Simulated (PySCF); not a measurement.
Scan of H2S, singlet: map of symmetric stretch and bend. Scanned: S-H bond length and H-S-H angle.

Computed with restricted B3LYP/6-31G*, spherical d in PySCF 2.14.0.

Energy in kcal/mol above the lowest grid point; x is the S-H bond length (Å), y the H-S-H angle (°).

```csv
y \ x,1.14,1.21,1.27,1.34,1.41,1.47,1.54,1.61,1.68,1.74,1.81
180,104.0,82.7,74.2,72.3,76.5,83.4,93.8,105.7,118.4,128.7,137.9
170,101.4,79.8,71.1,68.8,72.5,78.6,87.7,97.5,107.1,114.8,123.4
160,94.0,71.9,62.6,59.5,62.1,67.1,74.8,83.5,92.6,100.5,109.7
150,83.4,60.7,50.8,47.0,48.8,53.4,60.8,69.5,79.0,87.5,97.4
140,71.5,48.3,38.1,33.9,35.6,40.1,47.7,56.9,67.0,76.0,86.7
130,60.0,36.6,26.2,22.0,23.8,28.5,36.4,46.1,56.8,66.3,77.7
120,50.2,26.7,16.3,12.1,14.0,19.0,27.3,37.5,48.6,58.6,70.5
110,43.2,19.5,9.0,4.9,6.9,12.1,20.7,31.1,42.6,53.0,65.2
100,39.4,15.5,4.9,0.7,2.8,7.9,16.7,27.3,39.0,49.5,62.0
90,39.5,15.3,4.4,0.0,1.8,6.9,15.5,26.1,37.8,48.3,60.9
80,43.8,19.1,7.8,3.0,4.4,9.1,17.4,27.7,39.2,49.5,61.9
70,52.6,27.2,15.3,9.8,10.6,14.8,22.6,32.3,43.3,53.3,65.2
```

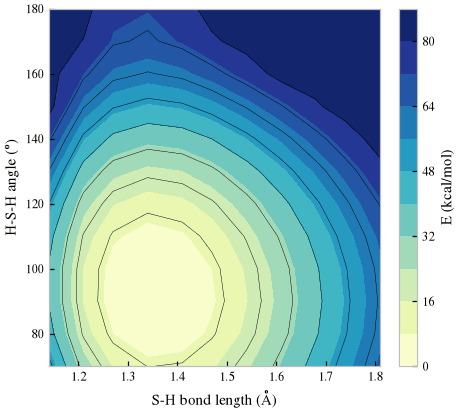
*Energy surface, cut off at 83 kcal/mol.*

Points that lie below all their neighbours on the grid: x = 1.34, y = 90 (0.0 kcal/mol).
